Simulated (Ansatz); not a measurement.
**C₃H₈BF: small, medium and large basis sets**

Aim: see how fast density functionals converge with the basis set for C₃H₈BF.

Method: one geometry, several basis sets; program: Ansatz 0.2.0, Gaussian basis.

The runs, in order: PBE0-D4/def2-SVP; ωB97M-V/def2-SVP; PBE0-D4/def2-QZVPP; ωB97M-V/def2-QZVPP; the functionals' def2-TZVPP values are taken from earlier runs.

### 1 The geometry

An earlier PBE0-D4 in a triple-zeta def2 set relaxation fixed the geometry.

13 atoms, charge 0, spin multiplicity 1.

Atoms are counted from 1 here; the program's logs count them from 0.

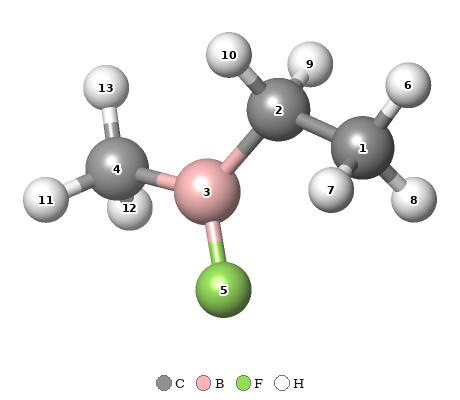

The structure; carbon grey, boron pink, fluorine green, hydrogen white; atoms are numbered from 1 in the order of the file.

### 2 PBE0-D4 in def2-SVP

in.yaml reads:

```yaml
crystal:
  periodic: [false, false, false]
  atoms:
    - {symbol: C, position_ang: [-1.043241, 1.695030, -0.080663]}
    - {symbol: C, position_ang: [0.018831, 0.706196, 0.379157]}
    - {symbol: B, position_ang: [0.039810, -0.690065, -0.326806]}
    - {symbol: C, position_ang: [1.038593, -1.846650, 0.005930]}
    - {symbol: F, position_ang: [-0.858985, -0.928393, -1.288943]}
    - {symbol: H, position_ang: [-0.981414, 2.639935, 0.463966]}
    - {symbol: H, position_ang: [-0.942171, 1.918111, -1.145118]}
    - {symbol: H, position_ang: [-2.048290, 1.292965, 0.065376]}
    - {symbol: H, position_ang: [-0.060296, 0.519742, 1.459886]}
    - {symbol: H, position_ang: [1.025890, 1.134542, 0.270857]}
    - {symbol: H, position_ang: [1.586111, -2.142618, -0.895593]}
    - {symbol: H, position_ang: [0.484436, -2.737294, 0.322890]}
    - {symbol: H, position_ang: [1.761127, -1.596301, 0.783762]}
basis:
  gaussian: {orbitals: def2-SVP}
hamiltonian: {xc: pbe0, dispersion: d4}
output: {orbitals: {seedname: orbitals}}
```

Started as:

```
> ansatz run in.yaml --threads 4 --pin off --events-out ev --progress --plain --max-ram 10444MiB
```

The runs that follow: ωB97M-V in def2-SVP; PBE0-D4 in def2-QZVPP; ωB97M-V in def2-QZVPP.

Before running them: what should the planned runs give, taken together? Wanted: PBE0-D4: double and triple zeta above quadruple; ωB97M-V: double and triple zeta above quadruple.

The runs gave:

```
                                       quantity          value
PBE0-D4: double and triple zeta above quadruple  7.90, 0.37 eV
ωB97M-V: double and triple zeta above quadruple  8.22, 0.35 eV
```

In words: For PBE0-D4 the step from double to triple zeta gains 7.53 eV and the next only 0.37 eV. These are total energies; as a rule much of such shifts cancels in differences, which this series doesn't test. The LUMO of ωB97M-V is positive and keeps falling with the basis (2.36 to 1.59 eV): an unbound level that the basis holds in place.
